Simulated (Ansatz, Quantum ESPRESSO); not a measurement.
# Al(100), 5 layers against a metal electrode: the electrode's level over the Fermi level at a withheld member of a series

How the rows were computed: Quantum ESPRESSO 7.5, PBE, GBRV ultrasoft. The slab is relaxed neutral, then held. ESM with bc3: vacuum below and a metal electrode about 6 Å above the top atoms. Cold smearing of 0.02 Ry. Charges are set per cell from the starting area. The slabs take the lattice constants of the bulk relaxed by the same program. The series steps the charge of the slab (positive: electrons removed).

```tsv
charge of the slab	electrode's level over the Fermi level (eV)
1 ×10¹³ e/cm²	4.985
2 ×10¹³ e/cm²	5.763
3 ×10¹³ e/cm²	6.547
4.5 ×10¹³ e/cm²	7.733
6 ×10¹³ e/cm²	8.928
8 ×10¹³ e/cm²	10.536
```

**Question.** What is the electrode's level over the Fermi level at 7 ×10¹³ e/cm²?

**Fit.** The rows at 6 ×10¹³ e/cm² and 8 ×10¹³ e/cm² give a slope of (10.536 − (8.928))/(8 − (6)) = 0.804, so a straight line gives 9.732 eV. A parabola through these and the row at 4.5 ×10¹³ e/cm² gives 9.730 eV.

**Check.** 9.730 eV. The line misses by +0.002 and the parabola by 0.000 eV. Both misses are under 5 % of the step from the nearer row.

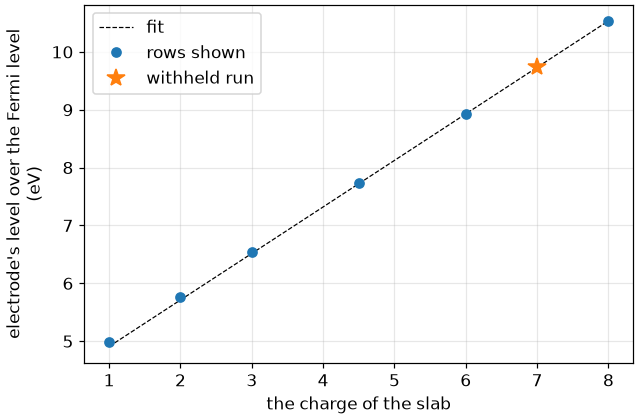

The rows shown, the fit and the withheld run.

Caveats: Vacuum fills the gap; ions don't answer the charge; added electrons can spill towards the electrode at the most negative charges. Members without a usable value, or on the other side of zero field or charge, are not listed.

[Logs are printed without paths, hosts, clocks, repeated set-up lines and the standing remarks that a program may print on its own settings, such as how far it seeks lower states.]
